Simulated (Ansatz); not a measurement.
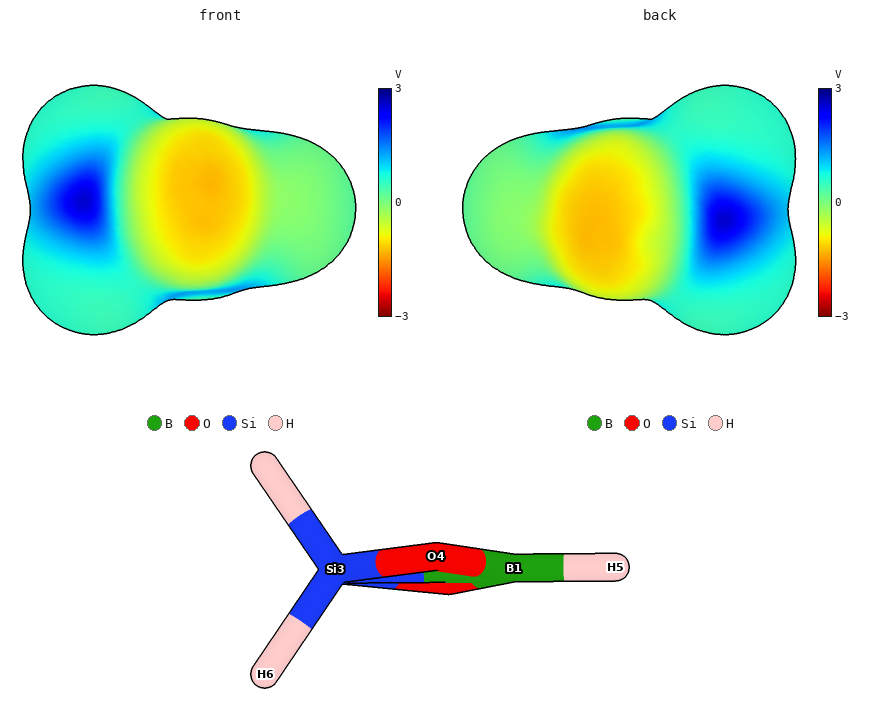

Figure. BH3O2Si. The molecular electrostatic potential painted on the density surface at 0.002 e/bohr³, seen from the front and from behind; the colour scale runs from red (negative) to blue (positive). The bare structure is drawn below in the same view.

Geometry: PBE0-D4/def2-TZVP.

The calculation used RKS PBE0-D4/def2-TZVPP (Ansatz).

Input

```
crystal:
  periodic: [false, false, false]
  atoms:
    - {symbol: B, position_ang: [-1.088618, 0.030966, -0.477535]}
    - {symbol: O, position_ang: [-0.755936, 0.194188, 0.865089]}
    - {symbol: Si, position_ang: [0.821830, -0.039834, 0.342443]}
    - {symbol: O, position_ang: [0.101803, -0.188694, -1.166429]}
    - {symbol: H, position_ang: [-2.180108, 0.071427, -0.945986]}
    - {symbol: H, position_ang: [1.460780, -1.274080, 0.844825]}
    - {symbol: H, position_ang: [1.701648, 1.138126, 0.491893]}
basis:
  gaussian: {orbitals: def2-TZVPP}
hamiltonian: {xc: pbe0, dispersion: d4}
output: {orbitals: {seedname: orbitals}}
```

Command:

```sh
ansatz run in.yaml --threads 2 --pin off --events-out ev --progress --plain --max-ram 4352MiB
```

**Where is the surface potential most negative and most positive?**

The most negative region (about −1.3 V) lies over O2 and O4, the most positive (about +2.5 V) over Si3.
